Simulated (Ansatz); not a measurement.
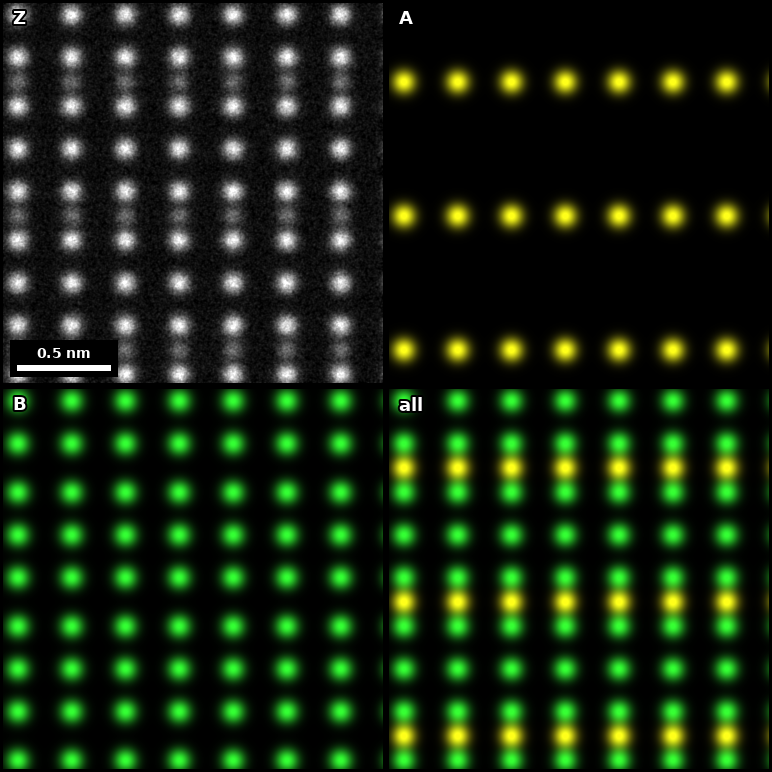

Al₃N (Cmmm, No. 65) along [100]. Panel Z: Simulation: incoherent imaging, intensity Z^1.7 per atom, probe width 0.77 Å, thin sample. The probe carries 15 % of its weight in a tail 2.5 times as wide. The display is stretched by a gamma of 0.8; percentages refer to the linear signal. Shot noise was added. The other panels are simulated element maps (the number of atoms of one element along the beam, blurred by 1.0 Å; each on its own scale, no channelling); the last overlays them. Atomic positions: the geometry relaxed with Ansatz 0.2.0, DFT PBE, scalar-relativistic, plane waves, PAW; the starting structure was generated, so it need not be a known form of this composition.

```
CELL_PARAMETERS angstrom
2.80195 0.00000 0.00000
0.00000 5.78098 0.00000
0.00000 0.00000 7.20044
ATOMIC_POSITIONS crystal
Al 0.50000 0.00000 0.81791
Al 0.00000 0.00000 0.50000
Al 0.50000 0.00000 0.18209
N 0.00000 0.00000 0.00000
Al 0.00000 0.50000 0.81791
Al 0.50000 0.50000 0.50000
Al 0.00000 0.50000 0.18209
N 0.50000 0.50000 0.00000
```

Which element does each lettered map show?

A: N, B: Al. The projected cell (2.89 × 7.20 Å, 90°) holds 4 columns: 3 of Al and 1 of N. No column is shared by two of the mapped elements.
